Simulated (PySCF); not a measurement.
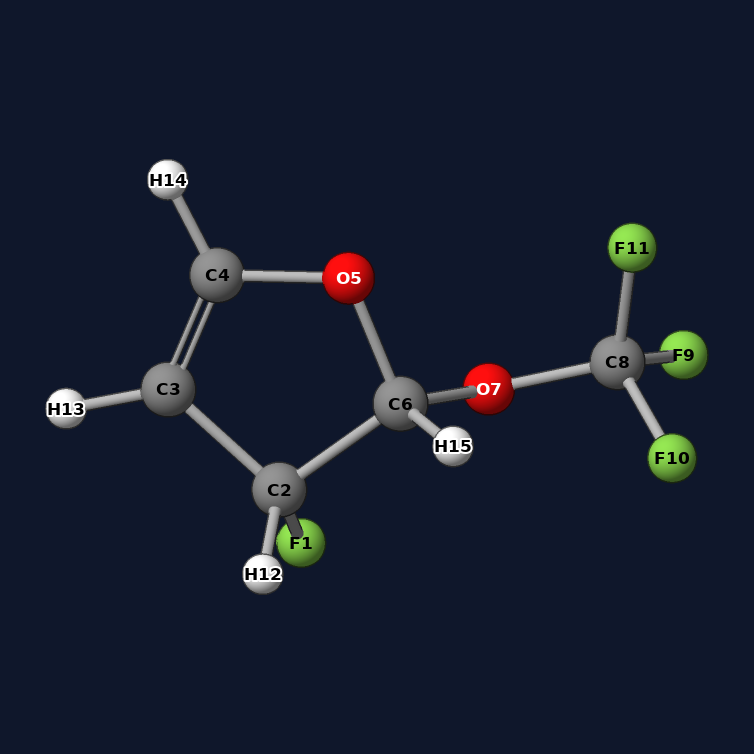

The questions are on isotropic NMR shieldings of the O atoms. The geometry was computed by an optimisation with PBE0-D3(BJ)/def2-SVP. No frequency run is at hand to confirm it as a minimum. Properties computed with GIAO PBE0/pcSseg-1 NMR shielding, non-relativistic, gas phase (PySCF 2.14.0).

List the isotropic NMR shieldings of the O atoms.

```json
{"atom": "O5", "σ (ppm)": "156.9"}
{"atom": "O7", "σ (ppm)": "180.0"}
```
